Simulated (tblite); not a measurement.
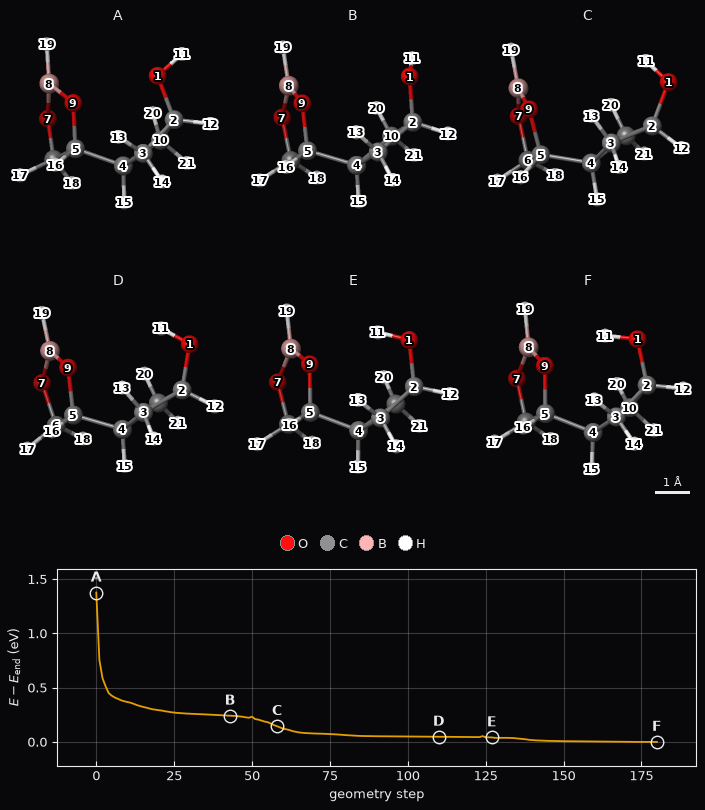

Frames of a relaxation of C6H11BO3, marked on the history of the run. Style: ball-and-stick. Shown from a free direction.

All numbers below come from tblite, GFN2-xTB geometry optimisation, gas phase. 

### What happens along the run?

Over 180 geometry steps the energy falls by 1.376 eV. The largest move after the best rigid fit is that of H11, 1.47 Å. Largest moves by element: H 1.47 Å, O 0.33 Å, B 0.28 Å, C 0.13 Å. Some distances before and after: O7–B8 1.486 → 1.353 Å, B8–O9 1.466 → 1.360 Å, C4–C10 1.476 → 1.540 Å, C5–C6 1.490 → 1.550 Å. Among the angles between lasting bonds that change: O1–C2–H12 114.8° → 106.0°, O7–B8–O9 107.3° → 113.1°, H13–C3–H14 114.8° → 109.5°. Groups turn about O1–C2 by about 150°, C6–O7 by about 25°. From step 0 to 43: O1 moves most (0.54 Å), energy −1.134 eV. From step 43 to 58: O1 moves most (0.76 Å), energy −0.096 eV. From step 58 to 110: H11 moves most (0.54 Å), energy −0.098 eV. From step 110 to 127: H11 moves most (0.56 Å), energy −0.006 eV. From step 127 to 180: H11 moves most (0.27 Å), energy −0.042 eV.
